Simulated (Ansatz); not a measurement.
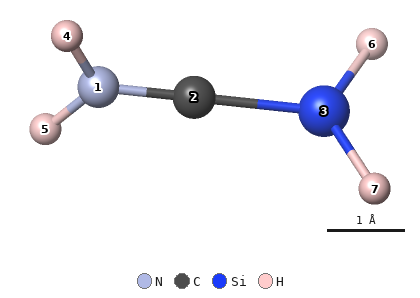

Figure 1. The structure as given in the input (ball-and-stick view, seen at a tilt; atoms are numbered from 1 in the order of the input). Bond lengths as drawn: C–N 1.27 Å, C–Si 1.72 Å, H–N 1.04 Å and H–Si 1.49 Å.

# Molecular dynamics, with input and output: CH4NSi (charge +1) (part 1 of 2)

CH4NSi, charge +1, SMILES [NH2+]=C=[SiH2], computed with RKS PBE-D4/def2-SVP (Ansatz 0.2.0).

One setting was made poor on purpose. It belongs to a series of runs on one base structure; here: dynamics from the start. Figures and captions count atoms from 1; the log counts them from 0 in places.

**Log**
```
Engine: ansatz 0.2.0, aarch64-unknown-linux-gnu
Functional definition: PBE
  parameter kappa = 0.804
  parameter beta = 0.06672455060314922
  exchange = pbe_x(kappa = kappa, mu = beta*pi^2/3)
  correlation = pbe_c(beta = beta)
758 factors; their error is unknown
mean field evaluation 1: about -10429.6944 eV, gradient 8.5e1 eV
mean field evaluation 2: about -10283.7972 eV, gradient 1.8e2 eV
mean field evaluation 4: about -10445.1577 eV, gradient 2.8e1 eV
mean field evaluation 8: about -10448.5695 eV, gradient 2.4e-1 eV
mean field evaluation 16: about -10448.5157 eV, gradient 2.0e-3 eV
mean field -10448.51573848 eV, -383.9758711308 hartree, gradient 3.6e-5 eV, S^2 0.000000; 0 other end points of the search recorded, 0 dependent functions left out
the calculation of the forces begins
reference -10448.51576824 eV, -383.9758722246 hartree; 15, 15 occupied and 51, 51 virtual orbitals, 758 factors
md step     0: t =     0.00 fs  T =   300.0 K  F+E_penalty+E_count = -10448.60495661 eV  E_kin = 0.193890 eV  conserved = -10448.41106662 eV  (27 SCF iters)
these checks for a lower state are left out or cut short: starts, cluster_reference, orbital_swaps, neighbouring_geometries, increment
758 factors; their error is unknown
mean field -10448.42705915 eV, -383.9726122254 hartree, gradient 1.4e-5 eV, S^2 0.000000; 0 other end points of the search recorded, 0 dependent functions left out
the calculation of the forces begins
reference -10448.42708887 eV, -383.9726133177 hartree; 15, 15 occupied and 51, 51 virtual orbitals, 758 factors
md step     1: t =     2.00 fs  T =   202.7 K  F+E_penalty+E_count = -10448.51642144 eV  E_kin = 0.130980 eV  conserved = -10448.38544149 eV  (29 SCF iters, 5 dispersion substeps)
[... from here on the SCF iterations and repeated set-up lines of each step are left out, up to the last step ...]
md step     2: t =     4.00 fs  T =   174.8 K  F+E_penalty+E_count = -10448.51280834 eV  E_kin = 0.112989 eV  conserved = -10448.39981916 eV  (29 SCF iters, 5 dispersion substeps)
md step     3: t =     6.00 fs  T =   153.4 K  F+E_penalty+E_count = -10448.49325870 eV  E_kin = 0.099133 eV  conserved = -10448.39412551 eV  (28 SCF iters, 5 dispersion substeps)
md step     4: t =     8.00 fs  T =   143.7 K  F+E_penalty+E_count = -10448.49102157 eV  E_kin = 0.092898 eV  conserved = -10448.39812395 eV  (29 SCF iters, 5 dispersion substeps)
md step     5: t =    10.00 fs  T =    88.9 K  F+E_penalty+E_count = -10448.45552319 eV  E_kin = 0.057461 eV  conserved = -10448.39806230 eV  (29 SCF iters, 5 dispersion substeps)
md step     6: t =    12.00 fs  T =    69.6 K  F+E_penalty+E_count = -10448.43156527 eV  E_kin = 0.045013 eV  conserved = -10448.38655232 eV  (29 SCF iters, 5 dispersion substeps)
md step     7: t =    14.00 fs  T =   160.0 K  F+E_penalty+E_count = -10448.50903006 eV  E_kin = 0.103398 eV  conserved = -10448.40563234 eV  (29 SCF iters, 5 dispersion substeps)
md step     8: t =    16.00 fs  T =   126.0 K  F+E_penalty+E_count = -10448.46938428 eV  E_kin = 0.081416 eV  conserved = -10448.38796803 eV  (29 SCF iters, 5 dispersion substeps)
md step     9: t =    18.00 fs  T =   169.0 K  F+E_penalty+E_count = -10448.50809307 eV  E_kin = 0.109219 eV  conserved = -10448.39887421 eV  (29 SCF iters, 5 dispersion substeps)
md step    10: t =    20.00 fs  T =   181.1 K  F+E_penalty+E_count = -10448.51041499 eV  E_kin = 0.117035 eV  conserved = -10448.39337989 eV  (29 SCF iters, 5 dispersion substeps)
md step    11: t =    22.00 fs  T =   193.8 K  F+E_penalty+E_count = -10448.52850181 eV  E_kin = 0.125232 eV  conserved = -10448.40327019 eV  (29 SCF iters, 5 dispersion substeps)
md step    12: t =    24.00 fs  T =   138.7 K  F+E_penalty+E_count = -10448.48330564 eV  E_kin = 0.089642 eV  conserved = -10448.39366336 eV  (28 SCF iters, 5 dispersion substeps)
md step    13: t =    26.00 fs  T =   118.1 K  F+E_penalty+E_count = -10448.46578859 eV  E_kin = 0.076336 eV  conserved = -10448.38945307 eV  (29 SCF iters, 5 dispersion substeps)
md step    14: t =    28.00 fs  T =   175.3 K  F+E_penalty+E_count = -10448.52186953 eV  E_kin = 0.113300 eV  conserved = -10448.40856953 eV  (29 SCF iters, 5 dispersion substeps)
md step    15: t =    30.00 fs  T =    95.0 K  F+E_penalty+E_count = -10448.44542626 eV  E_kin = 0.061398 eV  conserved = -10448.38402817 eV  (29 SCF iters, 5 dispersion substeps)
md step    16: t =    32.00 fs  T =   114.2 K  F+E_penalty+E_count = -10448.47414438 eV  E_kin = 0.073801 eV  conserved = -10448.40034349 eV  (29 SCF iters, 5 dispersion substeps)
md step    17: t =    34.00 fs  T =   137.0 K  F+E_penalty+E_count = -10448.48107951 eV  E_kin = 0.088549 eV  conserved = -10448.39253094 eV  (29 SCF iters, 5 dispersion substeps)
md step    18: t =    36.00 fs  T =   183.7 K  F+E_penalty+E_count = -10448.51994482 eV  E_kin = 0.118743 eV  conserved = -10448.40120179 eV  (28 SCF iters, 5 dispersion substeps)
md step    19: t =    38.00 fs  T =   141.7 K  F+E_penalty+E_count = -10448.48950862 eV  E_kin = 0.091605 eV  conserved = -10448.39790331 eV  (29 SCF iters, 5 dispersion substeps)
md step    20: t =    40.00 fs  T =   120.7 K  F+E_penalty+E_count = -10448.46614249 eV  E_kin = 0.077996 eV  conserved = -10448.38814682 eV  (29 SCF iters, 5 dispersion substeps)
md step    21: t =    42.00 fs  T =   183.0 K  F+E_penalty+E_count = -10448.52373918 eV  E_kin = 0.118249 eV  conserved = -10448.40548971 eV  (29 SCF iters, 5 dispersion substeps)
md step    22: t =    44.00 fs  T =   113.3 K  F+E_penalty+E_count = -10448.46219332 eV  E_kin = 0.073246 eV  conserved = -10448.38894769 eV  (29 SCF iters, 5 dispersion substeps)
md step    23: t =    46.00 fs  T =   109.0 K  F+E_penalty+E_count = -10448.46799989 eV  E_kin = 0.070464 eV  conserved = -10448.39753565 eV  (29 SCF iters, 5 dispersion substeps)
md step    24: t =    48.00 fs  T =   105.7 K  F+E_penalty+E_count = -10448.45787400 eV  E_kin = 0.068304 eV  conserved = -10448.38956990 eV  (29 SCF iters, 5 dispersion substeps)
md step    25: t =    50.00 fs  T =   165.5 K  F+E_penalty+E_count = -10448.51101819 eV  E_kin = 0.106932 eV  conserved = -10448.40408584 eV  (29 SCF iters, 5 dispersion substeps)
md step    26: t =    52.00 fs  T =   150.7 K  F+E_penalty+E_count = -10448.49048438 eV  E_kin = 0.097383 eV  conserved = -10448.39310183 eV  (28 SCF iters, 5 dispersion substeps)
md step    27: t =    54.00 fs  T =   168.2 K  F+E_penalty+E_count = -10448.49999250 eV  E_kin = 0.108683 eV  conserved = -10448.39130915 eV  (29 SCF iters, 5 dispersion substeps)
md step    28: t =    56.00 fs  T =   245.3 K  F+E_penalty+E_count = -10448.56615813 eV  E_kin = 0.158562 eV  conserved = -10448.40759638 eV  (28 SCF iters, 5 dispersion substeps)
md step    29: t =    58.00 fs  T =   184.7 K  F+E_penalty+E_count = -10448.50610004 eV  E_kin = 0.119351 eV  conserved = -10448.38674953 eV  (29 SCF iters, 5 dispersion substeps)
md step    30: t =    60.00 fs  T =   171.6 K  F+E_penalty+E_count = -10448.51194384 eV  E_kin = 0.110922 eV  conserved = -10448.40102162 eV  (29 SCF iters, 5 dispersion substeps)
md step    31: t =    62.00 fs  T =   148.1 K  F+E_penalty+E_count = -10448.48660988 eV  E_kin = 0.095745 eV  conserved = -10448.39086525 eV  (29 SCF iters, 5 dispersion substeps)
md step    32: t =    64.00 fs  T =   163.1 K  F+E_penalty+E_count = -10448.50758257 eV  E_kin = 0.105423 eV  conserved = -10448.40215957 eV  (29 SCF iters, 5 dispersion substeps)
md step    33: t =    66.00 fs  T =    86.7 K  F+E_penalty+E_count = -10448.45019873 eV  E_kin = 0.056041 eV  conserved = -10448.39415808 eV  (29 SCF iters, 5 dispersion substeps)
md step    34: t =    68.00 fs  T =    80.7 K  F+E_penalty+E_count = -10448.44094204 eV  E_kin = 0.052151 eV  conserved = -10448.38879078 eV  (30 SCF iters, 5 dispersion substeps)
md step    35: t =    70.00 fs  T =   172.1 K  F+E_penalty+E_count = -10448.51481966 eV  E_kin = 0.111201 eV  conserved = -10448.40361895 eV  (29 SCF iters, 5 dispersion substeps)
md step    36: t =    72.00 fs  T =   157.3 K  F+E_penalty+E_count = -10448.49417377 eV  E_kin = 0.101674 eV  conserved = -10448.39249953 eV  (28 SCF iters, 5 dispersion substeps)
md step    37: t =    74.00 fs  T =   169.2 K  F+E_penalty+E_count = -10448.50662113 eV  E_kin = 0.109324 eV  conserved = -10448.39729675 eV  (28 SCF iters, 5 dispersion substeps)
md step    38: t =    76.00 fs  T =   178.4 K  F+E_penalty+E_count = -10448.50505774 eV  E_kin = 0.115287 eV  conserved = -10448.38977060 eV  (29 SCF iters, 5 dispersion substeps)
md step    39: t =    78.00 fs  T =   231.5 K  F+E_penalty+E_count = -10448.55649261 eV  E_kin = 0.149633 eV  conserved = -10448.40685995 eV  (29 SCF iters, 5 dispersion substeps)
md step    40: t =    80.00 fs  T =   165.2 K  F+E_penalty+E_count = -10448.49785021 eV  E_kin = 0.106778 eV  conserved = -10448.39107252 eV  (28 SCF iters, 5 dispersion substeps)
md step    41: t =    82.00 fs  T =   132.7 K  F+E_penalty+E_count = -10448.47932709 eV  E_kin = 0.085755 eV  conserved = -10448.39357236 eV  (29 SCF iters, 5 dispersion substeps)
md step    42: t =    84.00 fs  T =   148.5 K  F+E_penalty+E_count = -10448.49841934 eV  E_kin = 0.095998 eV  conserved = -10448.40242151 eV  (29 SCF iters, 5 dispersion substeps)
md step    43: t =    86.00 fs  T =    99.9 K  F+E_penalty+E_count = -10448.45372784 eV  E_kin = 0.064552 eV  conserved = -10448.38917571 eV  (29 SCF iters, 5 dispersion substeps)
md step    44: t =    88.00 fs  T =   100.5 K  F+E_penalty+E_count = -10448.46440584 eV  E_kin = 0.064959 eV  conserved = -10448.39944666 eV  (29 SCF iters, 5 dispersion substeps)
md step    45: t =    90.00 fs  T =   112.5 K  F+E_penalty+E_count = -10448.46320867 eV  E_kin = 0.072699 eV  conserved = -10448.39050926 eV  (29 SCF iters, 5 dispersion substeps)
md step    46: t =    92.00 fs  T =   173.9 K  F+E_penalty+E_count = -10448.51503100 eV  E_kin = 0.112408 eV  conserved = -10448.40262305 eV  (29 SCF iters, 5 dispersion substeps)
md step    47: t =    94.00 fs  T =   135.4 K  F+E_penalty+E_count = -10448.48103848 eV  E_kin = 0.087522 eV  conserved = -10448.39351639 eV  (29 SCF iters, 5 dispersion substeps)
md step    48: t =    96.00 fs  T =   144.0 K  F+E_penalty+E_count = -10448.48634009 eV  E_kin = 0.093060 eV  conserved = -10448.39328048 eV  (29 SCF iters, 5 dispersion substeps)
md step    49: t =    98.00 fs  T =   182.1 K  F+E_penalty+E_count = -10448.51760016 eV  E_kin = 0.117676 eV  conserved = -10448.39992387 eV  (28 SCF iters, 5 dispersion substeps)
md step    50: t =   100.00 fs  T =   144.9 K  F+E_penalty+E_count = -10448.49039007 eV  E_kin = 0.093644 eV  conserved = -10448.39674652 eV  (29 SCF iters, 5 dispersion substeps)
md step    51: t =   102.00 fs  T =   104.9 K  F+E_penalty+E_count = -10448.46254871 eV  E_kin = 0.067812 eV  conserved = -10448.39473645 eV  (30 SCF iters, 5 dispersion substeps)
md step    52: t =   104.00 fs  T =   101.8 K  F+E_penalty+E_count = -10448.45467278 eV  E_kin = 0.065762 eV  conserved = -10448.38891101 eV  (29 SCF iters, 5 dispersion substeps)
md step    53: t =   106.00 fs  T =   177.8 K  F+E_penalty+E_count = -10448.52189149 eV  E_kin = 0.114944 eV  conserved = -10448.40694791 eV  (29 SCF iters, 5 dispersion substeps)
md step    54: t =   108.00 fs  T =   142.4 K  F+E_penalty+E_count = -10448.48127418 eV  E_kin = 0.092055 eV  conserved = -10448.38921916 eV  (30 SCF iters, 5 dispersion substeps)
md step    55: t =   110.00 fs  T =   153.4 K  F+E_penalty+E_count = -10448.49457367 eV  E_kin = 0.099126 eV  conserved = -10448.39544732 eV  (29 SCF iters, 5 dispersion substeps)
md step    56: t =   112.00 fs  T =   197.6 K  F+E_penalty+E_count = -10448.52678711 eV  E_kin = 0.127732 eV  conserved = -10448.39905506 eV  (29 SCF iters, 5 dispersion substeps)
md step    57: t =   114.00 fs  T =   209.3 K  F+E_penalty+E_count = -10448.53070601 eV  E_kin = 0.135246 eV  conserved = -10448.39545969 eV  (29 SCF iters, 5 dispersion substeps)
md step    58: t =   116.00 fs  T =   181.4 K  F+E_penalty+E_count = -10448.51651058 eV  E_kin = 0.117223 eV  conserved = -10448.39928797 eV  (28 SCF iters, 5 dispersion substeps)
md step    59: t =   118.00 fs  T =   144.2 K  F+E_penalty+E_count = -10448.48361479 eV  E_kin = 0.093204 eV  conserved = -10448.39041094 eV  (30 SCF iters, 5 dispersion substeps)
md step    60: t =   120.00 fs  T =   167.4 K  F+E_penalty+E_count = -10448.51043727 eV  E_kin = 0.108186 eV  conserved = -10448.40225149 eV  (29 SCF iters, 5 dispersion substeps)
md step    61: t =   122.00 fs  T =    99.4 K  F+E_penalty+E_count = -10448.45470987 eV  E_kin = 0.064253 eV  conserved = -10448.39045656 eV  (30 SCF iters, 5 dispersion substeps)
md step    62: t =   124.00 fs  T =   110.0 K  F+E_penalty+E_count = -10448.46653574 eV  E_kin = 0.071114 eV  conserved = -10448.39542127 eV  (29 SCF iters, 5 dispersion substeps)
md step    63: t =   126.00 fs  T =   143.5 K  F+E_penalty+E_count = -10448.48779247 eV  E_kin = 0.092731 eV  conserved = -10448.39506126 eV  (29 SCF iters, 5 dispersion substeps)
md step    64: t =   128.00 fs  T =   158.7 K  F+E_penalty+E_count = -10448.50270647 eV  E_kin = 0.102566 eV  conserved = -10448.40014042 eV  (29 SCF iters, 5 dispersion substeps)
md step    65: t =   130.00 fs  T =   141.3 K  F+E_penalty+E_count = -10448.48545059 eV  E_kin = 0.091335 eV  conserved = -10448.39411543 eV  (29 SCF iters, 5 dispersion substeps)
md step    66: t =   132.00 fs  T =   167.4 K  F+E_penalty+E_count = -10448.49820975 eV  E_kin = 0.108189 eV  conserved = -10448.39002083 eV  (29 SCF iters, 5 dispersion substeps)
md step    67: t =   134.00 fs  T =   248.5 K  F+E_penalty+E_count = -10448.57055882 eV  E_kin = 0.160610 eV  conserved = -10448.40994844 eV  (29 SCF iters, 5 dispersion substeps)
md step    68: t =   136.00 fs  T =   166.7 K  F+E_penalty+E_count = -10448.49514211 eV  E_kin = 0.107735 eV  conserved = -10448.38740684 eV  (28 SCF iters, 5 dispersion substeps)
md step    69: t =   138.00 fs  T =   139.8 K  F+E_penalty+E_count = -10448.48735640 eV  E_kin = 0.090373 eV  conserved = -10448.39698323 eV  (29 SCF iters, 5 dispersion substeps)
md step    70: t =   140.00 fs  T =   140.7 K  F+E_penalty+E_count = -10448.48592032 eV  E_kin = 0.090913 eV  conserved = -10448.39500697 eV  (29 SCF iters, 5 dispersion substeps)
md step    71: t =   142.00 fs  T =   156.3 K  F+E_penalty+E_count = -10448.49913138 eV  E_kin = 0.101023 eV  conserved = -10448.39810794 eV  (30 SCF iters, 5 dispersion substeps)
md step    72: t =   144.00 fs  T =   114.2 K  F+E_penalty+E_count = -10448.47100845 eV  E_kin = 0.073788 eV  conserved = -10448.39722001 eV  (29 SCF iters, 5 dispersion substeps)
md step    73: t =   146.00 fs  T =   100.5 K  F+E_penalty+E_count = -10448.45434968 eV  E_kin = 0.064935 eV  conserved = -10448.38941452 eV  (28 SCF iters, 5 dispersion substeps)
md step    74: t =   148.00 fs  T =   167.9 K  F+E_penalty+E_count = -10448.51245804 eV  E_kin = 0.108505 eV  conserved = -10448.40395308 eV  (29 SCF iters, 5 dispersion substeps)
md step    75: t =   150.00 fs  T =   123.0 K  F+E_penalty+E_count = -10448.46848882 eV  E_kin = 0.079473 eV  conserved = -10448.38901616 eV  (29 SCF iters, 5 dispersion substeps)
md step    76: t =   152.00 fs  T =   152.0 K  F+E_penalty+E_count = -10448.49759976 eV  E_kin = 0.098265 eV  conserved = -10448.39933518 eV  (29 SCF iters, 5 dispersion substeps)
md step    77: t =   154.00 fs  T =   160.0 K  F+E_penalty+E_count = -10448.49499326 eV  E_kin = 0.103418 eV  conserved = -10448.39157523 eV  (28 SCF iters, 5 dispersion substeps)
md step    78: t =   156.00 fs  T =   170.7 K  F+E_penalty+E_count = -10448.51377747 eV  E_kin = 0.110297 eV  conserved = -10448.40348002 eV  (28 SCF iters, 5 dispersion substeps)
md step    79: t =   158.00 fs  T =   112.7 K  F+E_penalty+E_count = -10448.46569394 eV  E_kin = 0.072814 eV  conserved = -10448.39287955 eV  (30 SCF iters, 5 dispersion substeps)
md step    80: t =   160.00 fs  T =   109.2 K  F+E_penalty+E_count = -10448.46045551 eV  E_kin = 0.070597 eV  conserved = -10448.38985865 eV  (29 SCF iters, 5 dispersion substeps)
md step    81: t =   162.00 fs  T =   173.5 K  F+E_penalty+E_count = -10448.52122298 eV  E_kin = 0.112139 eV  conserved = -10448.40908420 eV  (29 SCF iters, 5 dispersion substeps)
md step    82: t =   164.00 fs  T =   102.5 K  F+E_penalty+E_count = -10448.45090809 eV  E_kin = 0.066243 eV  conserved = -10448.38466487 eV  (29 SCF iters, 5 dispersion substeps)
md step    83: t =   166.00 fs  T =   122.2 K  F+E_penalty+E_count = -10448.47843479 eV  E_kin = 0.078963 eV  conserved = -10448.39947134 eV  (29 SCF iters, 5 dispersion substeps)
md step    84: t =   168.00 fs  T =   144.0 K  F+E_penalty+E_count = -10448.48505733 eV  E_kin = 0.093064 eV  conserved = -10448.39199347 eV  (29 SCF iters, 5 dispersion substeps)
md step    85: t =   170.00 fs  T =   197.2 K  F+E_penalty+E_count = -10448.52991510 eV  E_kin = 0.127462 eV  conserved = -10448.40245283 eV  (29 SCF iters, 5 dispersion substeps)
md step    86: t =   172.00 fs  T =   143.4 K  F+E_penalty+E_count = -10448.48779647 eV  E_kin = 0.092651 eV  conserved = -10448.39514563 eV  (29 SCF iters, 5 dispersion substeps)
md step    87: t =   174.00 fs  T =   126.9 K  F+E_penalty+E_count = -10448.47249174 eV  E_kin = 0.082021 eV  conserved = -10448.39047044 eV  (29 SCF iters, 5 dispersion substeps)
md step    88: t =   176.00 fs  T =   190.6 K  F+E_penalty+E_count = -10448.52734702 eV  E_kin = 0.123158 eV  conserved = -10448.40418885 eV  (29 SCF iters, 5 dispersion substeps)
md step    89: t =   178.00 fs  T =   135.5 K  F+E_penalty+E_count = -10448.47723311 eV  E_kin = 0.087575 eV  conserved = -10448.38965811 eV  (29 SCF iters, 5 dispersion substeps)
md step    90: t =   180.00 fs  T =   139.7 K  F+E_penalty+E_count = -10448.48927401 eV  E_kin = 0.090289 eV  conserved = -10448.39898527 eV  (29 SCF iters, 5 dispersion substeps)
md step    91: t =   182.00 fs  T =   134.8 K  F+E_penalty+E_count = -10448.47499514 eV  E_kin = 0.087107 eV  conserved = -10448.38788818 eV  (29 SCF iters, 5 dispersion substeps)
```
